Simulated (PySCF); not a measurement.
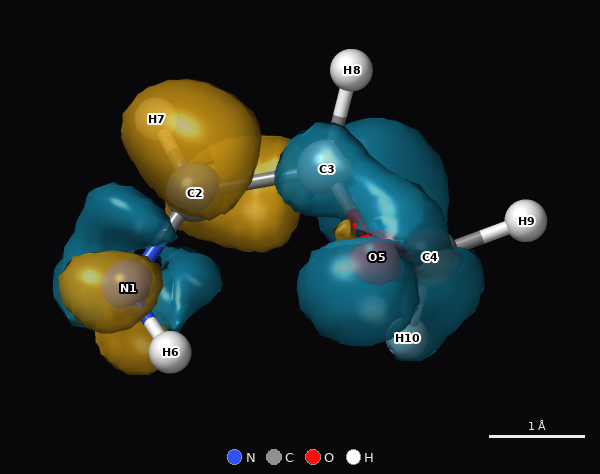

Figure 1: C3H5NO, SMILES `N=CC1CO1`. Unrelaxed difference density of S₃ less the ground state (TDA singlet states), ±0.03 e/Å³; yellow: gain, teal: loss.

Method: BHandHLYP/6-311G**; geometry: GFN2-xTB; program: PySCF. No frequency check shows the geometry to be a minimum. Without diffuse functions Rydberg states are missing, so the states' numbers hold for this basis only.

### How does the charge move on excitation?

0.55 e is displaced in all, of which about 0.3 e passes between atoms: O5 (0.18 e) and C4 (0.08 e) lose electrons and C2 (0.19 e) and N1 (0.04 e) gain them. The state: 8.32 eV (149 nm), f = 0.211 (bright); the leading pair carries 88 %; hole on N1 (25 %), O5 (22 %) and C4 (17 %), electron on C2 (30 %), N1 (29 %) and C3 (10 %); their centroids lie 0.7 Å apart.
